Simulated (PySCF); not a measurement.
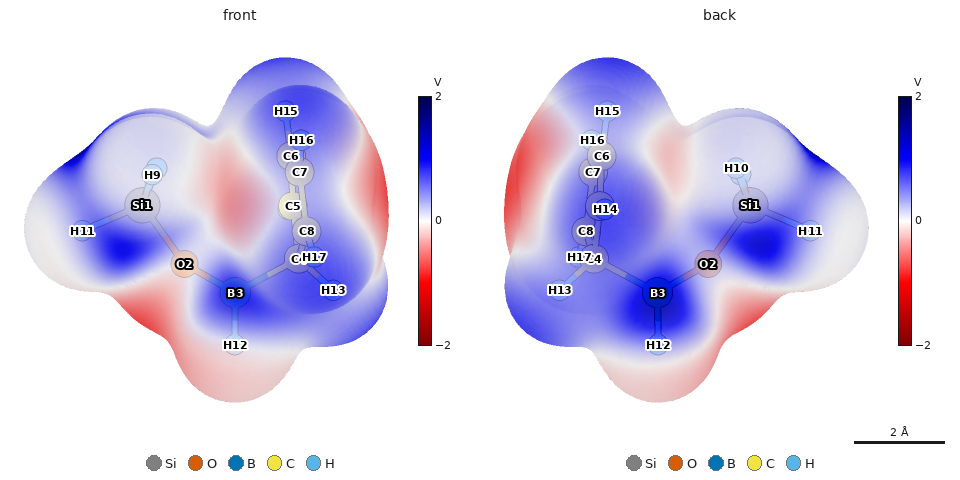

*C$_{5}$H$_{9}$BOSi (SMILES [SiH3]OBC1C=CC=C1). The electrostatic potential painted on the density surface at 0.002 e/bohr³, seen from the front and from behind; the colour scale runs from red (negative) to blue (positive).*

Geometry: GFN2-xTB.

Method: CAM-B3LYP/def2-SVPD, SCF density, gas phase in PySCF.

```
atom    x (Å)    y (Å)    z (Å)
  Si   2.2671   0.5981  -0.3295
   O   1.4388  -0.7706  -0.5889
   B   0.3891  -1.5499  -0.5469
   C  -0.9884  -1.1065   0.1907
   C  -0.7208  -0.2586   1.3727
   C  -0.9484   1.0325   1.0621
   C  -1.4558   1.1093  -0.2796
   C  -1.5414  -0.1335  -0.7924
   H   1.6874   1.6124  -1.2060
   H   2.1911   0.9659   1.0822
   H   3.6308   0.2287  -0.7123
   H   0.4355  -2.5866  -1.1076
   H  -1.6141  -1.9762   0.3777
   H  -0.3394  -0.6476   2.3000
   H  -0.8055   1.8844   1.7035
   H  -1.7413   2.0252  -0.7670
   H  -1.8917  -0.4149  -1.7686
```

### Where is the surface potential most negative and most positive?

The most negative region (about −0.7 V) lies over the C and O atoms, the most positive (about +1.7 V) over Si1.

### What dipole moment does the calculation give?

Its dipole moment is 0.62 D.
